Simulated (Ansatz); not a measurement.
# Nudged elastic band, with input and output: CH7NSSi (part 2 of 2)

The same run, continued: CH7NSSi; RKS B3LYP-D4/def2-SVP (Ansatz 0.2.0). The run did not end well. It belongs to a series of runs on one base structure; here: band between the two ends.

Geometry of the input (Å):
```
N  -0.7871  1.1427  0.6054
C  -0.2058  0.3486  -0.4643
Si 1.1903  -0.7660  0.2041
S  -1.4897  -0.6999  -1.2709
H  -0.0899  1.7693  1.0112
H  -1.5523  1.7199  0.2520
H  0.1835  0.9270  -1.3303
H  1.9042  -1.4141  -0.9311
H  0.6106  -1.7980  1.1077
H  2.1657  0.0640  0.9796
H  -1.8641  -1.3504  -0.1429
```

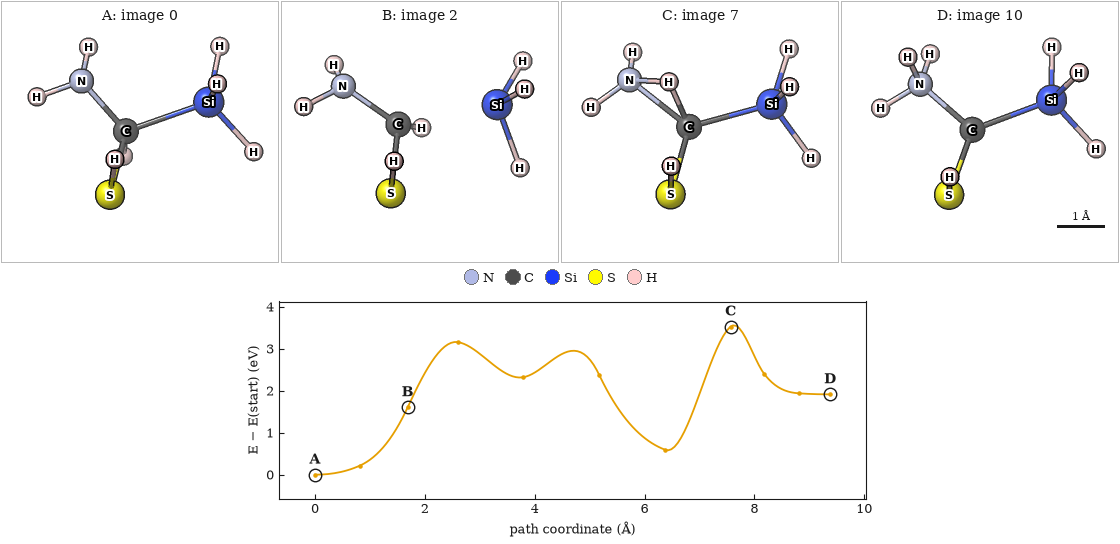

**Figure 1.** Images of the last band (counted from 0; ball-and-stick, seen at a tilt) above the energy along the path; the line is a cubic interpolation that uses the forces. The highest image is number 7, 3.527 eV above the start and 1.614 eV above the end (the climbing image); the end lies 1.913 eV above the start. The path is 9.38 Å long. The band had not converged after 53 iterations.

```
Unfinished report: {"positions_ang":[[-0.721048999919473,1.5424446944369195,0.2739646653789723],[-0.14643908101206482,0.1865123272890172,-0.4555571901849607],[1.321699552766415,-0.7974749272197721,0.07162758525757679],[-1.4133628384167487,-0.7306111095480075,-1.2960219585487196],[-0.018191816544426972,2.260442938148192,0.40525230042969856],[-1.569344296448879,1.7840308722228981,-0.23638228896488445],[-0.6053078274190495,0.40481416335337356,0.6976125473248763],[1.8615294216871598,-1.5669941215383432,-1.0843556185685963],[0.8807739918416223,-1.8102176775021452,1.093485812536933],[2.4333147640013117,-0.033608694210127375,0.7291281208940071],[-1.9582248705358671,-1.2963374654320055,-0.17825298555490415]],"unchecked":["starts","cluster_reference","orbital_swaps","neighbouring_geometries","increment"],"mean_field":{"relativity":"none","state":{"energy":{"ev":-21343.39559264803,"hartree":-784.3553209566772},"converged":true,"gradient_ev":0.00008762894836473444,"stability":{"kind":"minimum","curvature_ev":24.435443879601014},"curvature_floor_ev":0.00030000000000000003,"spin_squared":-2.842170943040401e-14},"others":[],"fillings":{"estimated":0,"unestimated":0,"tried":0,"untried":0,"excluded_magnetic_sites":0},"n_dropped_functions":0,"n_trapped_functions":0,"passes":{"evaluations":3,"products":24},"factors":{"origin":"Cholesky decomposition","count":1060,"bound_ev":0.0011771624827750999},"gradient_stop_ev":0.00009,"reference_kind":"stationary","functional":{"name":"B3LYP","citations":["Stephens, Devlin, Chabalowski & Frisch, J. Phys. Chem. 98, 11623 (1994) doi:10.1021/j100096a001","Becke, Phys. Rev. A 38, 3098 (1988) doi:10.1103/PhysRevA.38.3098","Lee, Yang & Parr, Phys. Rev. B 37, 785 (1988) doi:10.1103/PhysRevB.37.785","Vosko, Wilk & Nusair, Can. J. Phys. 58, 1200 (1980) doi:10.1139/p80-159"],"text":"name \"B3LYP\"\ncite \"Stephens, Devlin, Chabalowski & Frisch, J. Phys. Chem. 98, 11623 (1994) doi:10.1021/j100096a001\"\ncite \"Becke, Phys. Rev. A 38, 3098 (1988) doi:10.1103/PhysRevA.38.3098\"\ncite \"Lee, Yang & Parr, Phys. Rev. B 37, 785 (1988) doi:10.1103/PhysRevB.37.785\"\ncite \"Vosko, Wilk & Nusair, Can. J. Phys. 58, 1200 (1980) doi:10.1139/p80-159\"\nparameter a0 = 0.2\nparameter ax = 0.72\nparameter ac = 0.81\nexchange = (1 - a0 - ax)*slater_x + ax*b88_x + a0*exact_x\ncorrelation = (1 - ac)*vwn_rpa_c + ac*lyp_c\n","parameters":{"a0":{"value":0.2,"default":0.2},"ac":{"value":0.81,"default":0.81},"ax":{"value":0.72,"default":0.72}},"final_grid":{"core_spheres":13.0,"valence_spheres":11.0,"degree":36.0},"final_grid_parameter_source":"default","radial_points_factor":1.0,"radial_grid_error_ev":6.729326096032238e-7,"grid_sensitivity":"normal","grid_sensitivity_ratio":0.0013437628806248659},"unsmoothed_excess_ev":-0.0002603104564276034,"symmetry":{"irreps":["A"],"axes":[[0.9977034190174201,-0.010690357256684904,-0.06688500536498945],[0.004581250190208517,0.9958556582569196,-0.09083237343795487],[0.06757884156779354,0.09031735259296421,0.9936175702919878]],"occupied":[{"A":25},{"A":25}]},"held":{"pivots":1060,"left_out":0,"joined":0},"density_repulsion":{"missed_ev":0.000017949565783084432,"excess_ev":0.0,"most_excess_ev":0.000135,"are_drawn_again":false,"n_first_factors":1060,"energy_change_ev":0.0,"n_dropped_ends":0}},"factors":{"origin":"Cholesky decomposition","count":1060,"bound_ev":0.0011771624827750999},"n_frozen":0,"n_occupied":[25,25],"n_virtual":[74,74],"reference":{"ev":-21343.39559264803,"hartree":-784.3553209566772},"dispersion":{"energy":{"ev":-0.39050177660993357,"hartree":-0.014350675598804104},"switches_in_reach":[]},"total":{"ev":-21343.78609442464,"hartree":-784.369671632276},"forces_ev_per_angstrom":[[0.033101912801866015,-0.09853969557045245,-0.4282535987790706],[-0.3377253420774502,0.026482325984047476,0.5775111128358147],[0.027258015175863244,-0.008061833403205865,0.021992003516191346],[0.2615955429265168,0.3872965900296865,0.34811329703525906],[0.09052796851671152,0.3256109812300514,-0.3242393726466463],[0.15744302844504834,0.3204357230010795,0.016331440112279653],[0.01975359744191474,-0.8451571463310762,0.19408154138316017],[0.08252216426776961,0.03361676288205842,-0.019428073436148333],[0.12355319011500922,-0.08120433109213882,-0.016255434770072436],[-0.11518842142908514,0.1691117143059661,-0.09928251024752756],[-0.34284165617705986,-0.22959109103581893,-0.2705704050185727]],"charge_distribution":{"dipole_moment_e_ang":[-0.24642148713039322,0.5143141073479087,0.28954639440656965],"mulliken_charges_e":[-0.1568036518496312,-0.4579487813260972,0.4371738791891566,-0.011569458395712218,0.14841115594329524,0.13788731171818225,0.18581211925217322,-0.0889537641021052,-0.11465553493302538,-0.1152797203165361,0.03592644482028151],"lowdin_charges_e":[0.23026675707493638,-0.4843114691071886,0.291857447342478,0.2945314260352454,0.015360712685765221,0.0006845251405197539,-0.002959030387009065,-0.08694381317767697,-0.10768937561461467,-0.09658731460742986,-0.05420986538509753]},"n_threads":2,"memory_gib":2.556818182580173,"seconds":{"hamiltonian":2.328991895,"orbitals":0.0,"second_order":0.0,"solver_start":0.0,"cycles":0.0,"cycle":0.0,"perturbative":0.0,"full_ci_increment":0.0,"forces":0.0}}
this run last wrote the band of iteration 53 to [file]
Error: NEB band did not converge after 53 iterations: max|band force component| = 1.04e0 eV/Å (threshold 3.0e-2); raise `neb.max_iterations` in a new run, which can start from the last band evaluated (`neb.initial_path`, with `crystal.atoms` and `neb.final_atoms` set to its first and last images), add images, or start from endpoints closer to local minima. Where this run's directory can be resumed (`checkpoint.write`), a resume goes on for up to `neb.max_iterations` more; to start a new run from the last band, take its images' positions from the `neb_iteration` event of iteration 53 (`data.images[].positions_ang`), in the event stream of the run that computed that iteration (not this run's, if it was resumed behind it). With `checkpoint.write`, `steps/00-neb/state/checkpoint.json` in the run directory holds the last saved band, under `neb.evaluated.images[].positions_ang` (a band under a hybrid functional on support functions is neither saved nor resumed: `neb.initial_path` says where its path is): check the last entry of `neb.iterations` there, which is earlier than 53 if that iteration was not saved or its write failed. If the band's step has no `state` directory and holds `state.next`, a write was cut short, and the file is under `state.next` instead (behind a loss of power it can be under `state.prev`)
this run wrote the band of iteration 53 to [file] as well, whether or not its events were kept: a new run's `neb.initial_path` can list its `images[].positions_ang`
a run's events are kept only if it was started with --events-out <file>, and are in that file
```

The last band as extended XYZ (Å, eV, eV/Å)
```
11
Properties=species:S:1:pos:R:3:forces:R:3 image=0 energy=-21347.31288
N    -0.7871    1.1427    0.6054    0.0073  -0.0059  -0.0115
C    -0.2058    0.3486   -0.4643    0.0040  -0.0015   0.0161
Si    1.1903   -0.7660    0.2041   -0.0046   0.0110  -0.0009
S    -1.4897   -0.6999   -1.2709   -0.0065  -0.0019  -0.0006
H    -0.0899    1.7693    1.0112   -0.0003  -0.0015   0.0007
H    -1.5523    1.7199    0.2520   -0.0044   0.0005   0.0026
H     0.1835    0.9270   -1.3303    0.0044   0.0036  -0.0072
H     1.9042   -1.4141   -0.9311    0.0006  -0.0006   0.0012
H     0.6106   -1.7980    1.1077   -0.0003  -0.0014  -0.0011
H     2.1657    0.0640    0.9796    0.0032  -0.0012   0.0011
H    -1.8641   -1.3504   -0.1429   -0.0034  -0.0011  -0.0005
11
Properties=species:S:1:pos:R:3:forces:R:3 image=1 energy=-21347.09704
N    -0.9004    1.2561    0.6223    0.1193  -0.1439   0.1272
C    -0.1889    0.3633   -0.2904    0.1414  -0.0481  -0.0251
Si    1.2124   -0.8435    0.2602   -0.0625   0.0951  -0.0028
S    -1.3916   -0.6276   -1.2680    0.0039   0.0027   0.0048
H    -0.3289    2.0759    0.8379    0.0991  -0.1157   0.1098
H    -1.7344    1.6200    0.1489    0.1529  -0.1199   0.0271
H     0.3989    0.9027   -1.0568   -0.2272   0.1619  -0.4509
H     1.6847   -1.4064   -1.0392    0.0329  -0.0101   0.0769
H     0.8186   -1.9699    1.1581   -0.1268   0.1245   0.0321
H     2.3750   -0.1102    0.8556   -0.1162   0.0454   0.1170
H    -1.8800   -1.3173   -0.2080   -0.0168   0.0081  -0.0160
11
Properties=species:S:1:pos:R:3:forces:R:3 image=2 energy=-21345.70884
N    -1.0222    1.4462    0.4914    0.3028  -0.2663   0.5069
C    -0.2987    0.4367   -0.2400    0.7200  -1.2595   1.4261
Si    1.2902   -0.9518    0.2917   -0.8186   0.2157   0.2346
S    -1.3630   -0.6005   -1.2666    0.0224   0.1478  -0.0844
H    -0.5280    2.3286    0.6032    0.0801  -0.0914  -0.0989
H    -1.9802    1.6267    0.1794    0.4209  -0.3622  -0.1193
H     0.6508    0.7505   -0.6232   -0.0691   1.5553  -2.1534
H     1.6567   -1.3557   -1.1195   -0.1927   0.1253   0.3455
H     0.9870   -2.1692    1.0958    0.0113  -0.1158   0.1084
H     2.5638   -0.2968    0.8116   -0.5363   0.0355   0.0682
H    -1.8911   -1.2717   -0.2033    0.0592   0.0155  -0.2336
11
Properties=species:S:1:pos:R:3:forces:R:3 image=4 energy=-21344.99395
N    -1.1418    1.6529   -0.0395    0.0328  -0.1722  -0.0880
C    -0.5855    0.8514   -0.9377   -0.3845   0.3710   0.0209
Si    1.5959   -0.9798    0.3060    0.0795  -0.1154   0.1758
S    -1.3697   -0.6573   -1.2858   -0.0197   0.0080  -0.0205
H    -0.5859    2.4234    0.3383   -0.2539   0.0642  -0.3932
H    -2.0818    1.5553    0.3721    0.2627  -0.2845   0.2069
H     0.5515   -0.0321    0.7271    0.1746   0.1317   0.0012
H     1.7063   -1.3088   -1.1471   -0.0756   0.1542   0.1977
H     1.1855   -2.1960    1.0656    0.3522  -0.2616   0.0172
H     2.8849   -0.3870    0.7737    0.1125  -0.2287   0.0678
H    -2.0941   -0.9790   -0.1523   -0.2807   0.3334  -0.1858
11
Properties=species:S:1:pos:R:3:forces:R:3 image=5 energy=-21344.92872
N    -0.8926    1.6372    0.0705    0.5216   0.2536  -0.5671
C    -0.2309    0.3927   -0.2373    0.9306  -1.2239   2.1151
Si    1.4500   -0.7696    0.0119   -0.3160   0.6170  -0.7097
S    -1.2973   -0.7265   -1.1844    0.1786  -0.1810   0.1439
H    -0.4196    2.4856    0.3380    0.2276   0.0228  -0.2370
H    -1.9091    1.6756    0.0029    0.5007  -0.1897   0.0721
H    -0.0633   -0.1055    0.7841   -1.7774  -0.0901   0.2070
H     1.8231   -1.4085   -1.2642    0.3109  -0.0313  -0.2901
H     1.0209   -1.9176    0.9283   -0.0454   0.5222  -0.3834
H     2.6623   -0.2073    0.7113   -0.3376   0.3088  -0.1946
H    -2.0782   -1.1129   -0.1406   -0.1937  -0.0085  -0.1563
11
Properties=species:S:1:pos:R:3:forces:R:3 image=6 energy=-21346.72230
N    -0.5946    1.6311   -0.1701    0.2357   0.0767   0.2757
C    -0.3629    0.2238    0.0614    0.1478  -0.0323  -0.2273
Si    1.3283   -0.6957    0.0700    0.1374  -0.0770   0.0335
S    -1.3699   -0.6197   -1.2542   -0.2380  -0.4294  -0.0031
H     0.0541    2.3377    0.1821    0.1186  -0.5448   0.1811
H    -1.5550    1.9186    0.0369    0.2278  -0.1823  -0.0466
H    -0.6752   -0.2833    1.0117   -0.5392   0.9016  -0.0466
H     1.8548   -1.3333   -1.1738   -0.1397   0.3460  -0.1402
H     0.9412   -1.8355    0.9603    0.2110  -0.0013  -0.0079
H     2.4521    0.0595    0.7073   -0.0497   0.0993   0.0646
H    -2.0075   -1.4601   -0.4111   -0.1116  -0.1564  -0.0832
11
Properties=species:S:1:pos:R:3:forces:R:3 image=8 energy=-21344.92056
N    -0.6146    1.3577    0.1825    0.2068  -0.6248  -0.0807
C    -0.0340    0.2337   -0.7017    0.2963   0.0107  -0.8160
Si    1.2840   -0.8102    0.0707   -0.1444   0.0672  -0.1786
S    -1.3813   -0.6752   -1.3424    0.0562   0.1272  -0.0048
H     0.0023    2.1672    0.3699   -0.0073  -0.4820   0.1448
H    -1.5088    1.7048   -0.2024    0.1743  -0.2730   0.0410
H    -0.7756    0.7328    0.9732   -0.6165   1.2382   1.0454
H     1.8824   -1.6372   -1.0041    0.1198  -0.0990  -0.0131
H     0.7654   -1.7706    1.1271   -0.0079   0.0493   0.0405
H     2.3713   -0.0384    0.7743   -0.0937   0.1014  -0.1005
H    -1.9258   -1.3217   -0.2266    0.0164  -0.1153  -0.0780
11
Properties=species:S:1:pos:R:3:forces:R:3 image=9 energy=-21345.37527
N    -0.5762    1.2893    0.2165    0.0046  -0.0047  -0.0028
C    -0.0884    0.1386   -0.6350    0.0004  -0.0046   0.0060
Si    1.2657   -0.8456    0.0997    0.0005  -0.0039  -0.0025
S    -1.4168   -0.6278   -1.4538   -0.0016  -0.0059  -0.0072
H     0.1497    2.0073    0.3413    0.0106  -0.0281   0.0109
H    -1.3724    1.7235   -0.2715    0.0257   0.0110  -0.0249
H    -0.9247    1.0437    1.1658   -0.0724   0.0672   0.0522
H     2.0029   -1.6429   -0.9199   -0.0064   0.0010  -0.0159
H     0.8372   -1.8149    1.1821    0.0346  -0.0161   0.0081
H     2.2262    0.0908    0.7875    0.0114   0.0023  -0.0104
H    -2.0377   -1.4191   -0.4921   -0.0074  -0.0183  -0.0134
11
Properties=species:S:1:pos:R:3:forces:R:3 image=10 energy=-21345.39991
N    -0.5984    1.2768    0.2057   -0.0077   0.0035  -0.0035
C    -0.1431    0.0473   -0.5256    0.0121  -0.0037   0.0055
Si    1.2843   -0.8568    0.1523   -0.0099  -0.0094  -0.0062
S    -1.4078   -0.6560   -1.4767    0.0045   0.0078   0.0009
H     0.2079    1.8402    0.5076   -0.0029  -0.0019  -0.0022
H    -1.1658    1.8553   -0.4312    0.0041  -0.0010   0.0023
H    -1.1927    1.1308    1.0497   -0.0005   0.0010   0.0010
H     2.0305   -1.5881   -0.9137   -0.0005   0.0013   0.0050
H     1.0290   -1.8731    1.2441    0.0033   0.0018  -0.0033
H     2.1982    0.1606    0.7934   -0.0014   0.0037  -0.0021
H    -2.1767   -1.3941   -0.5851   -0.0011  -0.0030   0.0026
```

What the run reported

- outcome: not converged
- barrier, forward (band not converged): 3.527 eV
- barrier, backward: 1.614 eV
- hardware: 2 threads of Arm Neoverse V1, 24 GiB of memory available, shared host
- wall time: 19 min (CPU time 36 min)
- peak memory: 0.23 GiB

The run did not converge: “NEB band did not converge after 53 iterations: max|band force component| = 1.04e0 eV/Å (threshold 3.0e-2); raise `neb.max_iterations` in a new run, which can start from the last band evaluated (`neb.initial_path`, with `crystal.atoms` and `neb.final_atoms` set to its first and last images), add images, or start from endpoints closer to local minima …” Its last values are not results.
